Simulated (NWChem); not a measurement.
**singlet [C3H7]− at 4 levels**

Aim: a comparison of 4 runs (B2PLYP/6-311+G**, CAM-B3LYP/6-311+G**, M06-2X/6-311+G**, wB97X/6-311+G**) of singlet [C3H7]−. 

The calculation is run with NWChem 7.3.0.

## 1. The system as given

[C3H7]−: 10 atoms, total charge -1, spin state singlet. As SMILES of the parent species, `C[CH]C`. Geometry: relaxed at PBE0-D4/def2-TZVP. That shape belongs to the parent species and isn't relaxed for this state.

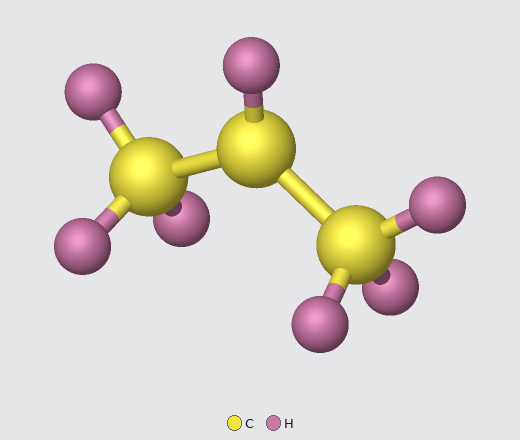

The structure, seen from a chosen angle (carbon yellow, hydrogen pink).

## 2. The energy at B2PLYP/6-311+G(d,p) (run 1)

The input, m1.nw:

```
start m1
title "C3H7"
memory total 2200 mb
charge -1

geometry noautosym nocenter noautoz
   C    -0.670800    0.774700   -0.789100
   C     0.422000   -0.150000   -0.409900
   C     0.462500   -0.759500    0.939200
   H    -1.652400    0.364700   -0.523700
   H    -0.672300    0.993600   -1.858600
   H    -0.593400    1.739600   -0.262500
   H     1.301400   -0.211400   -1.041000
   H    -0.510700   -1.180900    1.217600
   H     1.208800   -1.552900    1.010400
   H     0.704900   -0.018000    1.717600
end

basis spherical bse
   C library 6-311+G**
   H library 6-311+G**
end

dft
   xc hfexch 0.53 becke88 0.47 lyp 0.73 mp2 0.27
   dftmp2 semidirect
   grid fine
   convergence energy 1e-08
   maxiter 100
   mulliken
   print medium
end

mp2
   freeze core 3
end

task dft energy
```

Launch:

```sh
$ nwchem m1.nw > m1.out
```

Output:

```text
[...]
          Wavefunction type:  closed shell.
          No. of atoms     :    10
          No. of electrons :    26
[...]
          Charge           :    -1
          Spin multiplicity:     1
[...]
          AO basis - number of functions:   108
[...]
              XC Information
              --------------
                     Hartree-Fock (Exact) Exchange  0.530
                    Becke 1988 Exchange Functional  0.470
              Lee-Yang-Parr Correlation Functional  0.730
[...]
 d= 0,ls=0.0,diis     1   -118.0703907774 -1.94D+02  3.03D-02  8.53D-01     2.3
[...]
 d= 0,ls=0.0,diis    13   -118.1697992195 -3.32D-10  5.73D-06  2.51D-11    29.0
         Total DFT energy =     -118.169799219526
      One electron energy =     -312.915058064026
           Coulomb energy =      137.811510463034
    Exchange-Corr. energy =      -18.788332239267
 Nuclear repulsion energy =       75.722080620733
[...]
      Total Density - Mulliken Population Analysis
     ---------------------------------------------
    Atom       Charge   Shell Charges
 -----------   ------   -------------------------------------------------------
    1 C    6     6.41   1.10  0.89  0.62  0.74  1.51  0.43  0.88  0.20 -0.01  0.07
    2 C    6     6.57   1.10  0.89  0.63  0.70  1.51  0.49  1.00 -0.21  0.41  0.05
    3 C    6     6.41   1.10  0.89  0.62  0.74  1.51  0.43  0.88  0.20 -0.01  0.07
    4 H    1     0.94   0.28  0.51  0.13  0.02
    5 H    1     0.93   0.28  0.51  0.11  0.02
    6 H    1     0.97   0.28  0.52  0.15  0.02
    7 H    1     0.94   0.27  0.49  0.14  0.03
    8 H    1     0.94   0.28  0.51  0.13  0.02
    9 H    1     0.93   0.28  0.51  0.11  0.02
   10 H    1     0.97   0.28  0.52  0.15  0.02
[...]
  Basis functions       =    108
[...]
```

Wall time 32 s (1 thread of Intel Xeon 6975P-C (Granite Rapids), shared host); peak memory 0.31 GiB.

## 3. The energy at CAM-B3LYP/6-311+G(d,p) (run 2)

The input, run.py:

```python
from ase import Atoms
from ase.calculators.nwchem import NWChem

molecule = Atoms('CCCHHHHHHH', positions=[
    [-0.670800, 0.774700, -0.789100],
    [0.422000, -0.150000, -0.409900],
    [0.462500, -0.759500, 0.939200],
    [-1.652400, 0.364700, -0.523700],
    [-0.672300, 0.993600, -1.858600],
    [-0.593400, 1.739600, -0.262500],
    [1.301400, -0.211400, -1.041000],
    [-0.510700, -1.180900, 1.217600],
    [1.208800, -1.552900, 1.010400],
    [0.704900, -0.018000, 1.717600],
])

calc = NWChem(
    label='mol',
    theory='dft',
    memory='2200 mb',
    basis='6-311+G**',
    basispar='spherical bse',
    charge=-1,
    dft={'xc': 'xcamb88 1.00 lyp 0.81 vwn_5 0.19 hfexch 1.00', 'cam': '0.33 cam_alpha 0.19 cam_beta 0.46', 'mult': '1', 'grid': 'fine', 'convergence': 'energy 1e-08', 'direct': None, 'iterations': '100', 'mulliken': None},
    task='energy',
)
molecule.calc = calc

print(f"energy = {molecule.get_potential_energy():.6f} eV")
print("dipole (e A):", molecule.get_dipole_moment().round(4))
```

Launch:

```sh
$ export ASE_NWCHEM_COMMAND="nwchem PREFIX.nwi > PREFIX.nwo"
$ python run.py
```

Output:

```text
energy = -3221.874378 eV
dipole (e A): [-0.2332  0.1496  0.2857]
```

The calculator wrote mol.nwi:

```
title "mol"

permanent_dir mol

scratch_dir mol

start mol

geometry units angstrom nocenter noautosym noautoz
  C  -6.7079999999999995e-01 7.7470000000000006e-01 -7.8910000000000002e-01
  C  4.2199999999999999e-01 -1.4999999999999999e-01 -4.0989999999999999e-01
  C  4.6250000000000002e-01 -7.5949999999999995e-01 9.3920000000000003e-01
  H  -1.6524000000000001e+00 3.6470000000000002e-01 -5.2370000000000005e-01
  H  -6.7230000000000001e-01 9.9360000000000004e-01 -1.8586000000000000e+00
  H  -5.9340000000000004e-01 1.7396000000000000e+00 -2.6250000000000001e-01
  H  1.3013999999999999e+00 -2.1140000000000000e-01 -1.0409999999999999e+00
  H  -5.1070000000000004e-01 -1.1809000000000001e+00 1.2176000000000000e+00
  H  1.2088000000000001e+00 -1.5528999999999999e+00 1.0104000000000000e+00
  H  7.0489999999999997e-01 -1.7999999999999999e-02 1.7176000000000000e+00
end

charge -1

memory 2200 mb

basis spherical bse noprint
   * library 6-311+G**
end

dft
  xc xcamb88 1.00 lyp 0.81 vwn_5 0.19 hfexch 1.00
  cam 0.33 cam_alpha 0.19 cam_beta 0.46
  mult 1
  grid fine
  convergence energy 1e-08
  direct
  iterations 100
  mulliken
end

task dft energy
```

mol.nwo:

```text
Northwest Computational Chemistry Package (NWChem) 7.3.0
             --------------------------------------------------------

           Job information
           ---------------

    nwchem branch   = 7.3.0
    use scalapack   = T
    input           = mol.nwi
    prefix          = mol.
    data base       = mol/mol.db
    status          = startup
    nproc           =        1

           Memory information
           ------------------

    heap     =     72089600 doubles =      550.0 Mbytes
    stack    =     72089597 doubles =      550.0 Mbytes
    global   =    144179200 doubles =     1100.0 Mbytes (distinct from heap & stack)
    total    =    288358397 doubles =     2200.0 Mbytes
    verify   = yes
    hardfail = no

[... 105 lines left out ...]
  convergence criterion.
[... 19 lines left out ...]
          Convergence on density requested:  1.00D-05
[... 29 lines left out ...]
          Convergence Information
[... 60 lines left out ...]
   convergence    iter        energy       DeltaE   RMS-Dens  Diis-err    time
[... 15 lines left out ...]
           Coulomb energy =      137.923428197392
[... 7 lines left out ...]
                       DFT Final Molecular Orbital Analysis
[... 785 lines left out ...]
 center of mass
 --------------
 x =   0.10310166 y =  -0.06504001 z =  -0.12534306

 moments of inertia (a.u.)
 ------------------
         188.205438652046          53.655291576598         -44.252965820299
          53.655291576598         170.627469813418          73.598924597327
         -44.252965820299          73.598924597327         142.427675309943

     Multipole analysis of the density
     ---------------------------------

     L   x y z        total         alpha         beta         nuclear
     -   - - -        -----         -----         ----         -------
     0   0 0 0     -1.000000    -13.000000    -13.000000     25.000000

     1   1 0 0     -0.440666     -1.229919     -1.229919      2.019172
[... 8 lines of this table left out ...]
     2   0 0 2    -24.305238    -48.526786    -48.526786     72.748334

 Task  times  cpu:      109.0s     wall:      109.0s
 Total times  cpu:      109.1s     wall:      109.1s
```

Wall time 1.8 min (1 thread of Intel Xeon 6975P-C (Granite Rapids), shared host); peak memory 0.11 GiB.

Run 3 isn't shown in full; the table further down has it.

## 4. The energy at wB97X/6-311+G(d,p) (run 4)

The input, struct.xyz:

```xyz
10
C3H7 energy
C     -0.670800     0.774700    -0.789100
C      0.422000    -0.150000    -0.409900
C      0.462500    -0.759500     0.939200
H     -1.652400     0.364700    -0.523700
H     -0.672300     0.993600    -1.858600
H     -0.593400     1.739600    -0.262500
H      1.301400    -0.211400    -1.041000
H     -0.510700    -1.180900     1.217600
H      1.208800    -1.552900     1.010400
H      0.704900    -0.018000     1.717600
```

The input, struct.nw:

```
start struct
title "C3H7 energy"
memory 2200 mb
charge -1
geometry units angstrom noautosym nocenter noautoz
 load struct.xyz
end
basis "ao basis" spherical bse
 C library 6-311+G**
 H library 6-311+G**
end
dft
 xc wb97x
 grid fine
 convergence energy 1e-08
 maxiter 100
 mulliken
 noprint "final vectors analysis"
end
task dft energy
```

Launch:

```sh
$ nwchem struct.nw > struct.out
```

Output:

```text
[...]
          Wavefunction type:  closed shell.
          No. of atoms     :    10
          No. of electrons :    26
[...]
          Charge           :    -1
          Spin multiplicity:     1
[...]
          AO basis - number of functions:   108
[...]
              XC Information
              --------------
                       wb97x  Method XC Functional
                     Hartree-Fock (Exact) Exchange  1.000
                         wb97x Exchange Functional  1.000
                      wb97x Correlation Functional  1.000
[...]
 d= 0,ls=0.0,diis     1   -118.3346500728 -1.94D+02  2.79D-02  1.02D+00     8.4
[...]
 d= 0,ls=0.0,diis    15   -118.4390023931 -8.13D-10  5.13D-06  1.14D-10   120.4
         Total DFT energy =     -118.439002393074
      One electron energy =     -313.038126902636
           Coulomb energy =      137.935097405398
    Exchange-Corr. energy =      -19.058053516568
 Nuclear repulsion energy =       75.722080620733
[...]
      Total Density - Mulliken Population Analysis
     ---------------------------------------------
    Atom       Charge   Shell Charges
 -----------   ------   -------------------------------------------------------
    1 C    6     6.41   1.11  0.88  0.63  0.74  1.53  0.43  0.90  0.16 -0.02  0.06
    2 C    6     6.59   1.11  0.88  0.64  0.69  1.52  0.45  0.99 -0.14  0.40  0.04
    3 C    6     6.40   1.11  0.88  0.63  0.74  1.53  0.43  0.90  0.16 -0.02  0.06
    4 H    1     0.94   0.28  0.49  0.15  0.02
    5 H    1     0.92   0.28  0.49  0.13  0.02
    6 H    1     0.97   0.28  0.50  0.17  0.02
    7 H    1     0.94   0.27  0.48  0.16  0.03
    8 H    1     0.94   0.28  0.49  0.15  0.02
    9 H    1     0.92   0.28  0.49  0.13  0.02
   10 H    1     0.97   0.28  0.50  0.17  0.02
[...]
```

Run time: 2 min. Hardware: 1 thread of Intel Xeon 6975P-C (Granite Rapids), shared host; peak memory 0.12 GiB.

## 5. The series

```
run                level  frozen core orbitals  energy (Eh)  HOMO energy (eV)  LUMO energy (eV)  HOMO–LUMO gap (eV)  wall time
  1     B2PLYP/6-311+G**                     3  -118.330921              1.81              4.81                3.00       32 s
  2  CAM-B3LYP/6-311+G**                     –  -118.401700              1.37              4.82                3.44    1.8 min
  3     M06-2X/6-311+G**                     –  -118.406719              1.62              4.50                2.88       41 s
  4      wB97X/6-311+G**                     –  -118.439002                 –                 –                   –      2 min
```

## 6. Results

| quantity | value |
| --- | --- |
| run 4: total energy | -118.43900 Eh |

In words: Over runs 1, 2, 3 the HOMO–LUMO gap runs from 2.88 eV (M06-2X/6-311+G**) to 3.44 eV (CAM-B3LYP/6-311+G**). The empty levels of an anion lie above zero and hang on the basis. Totals of different functionals can't be ranked against each other. In runs 1, 2, 3 the HOMO lies above zero, so the outermost electron may be held by the basis alone. All runs together took 5.1 min, the longest 2 min.
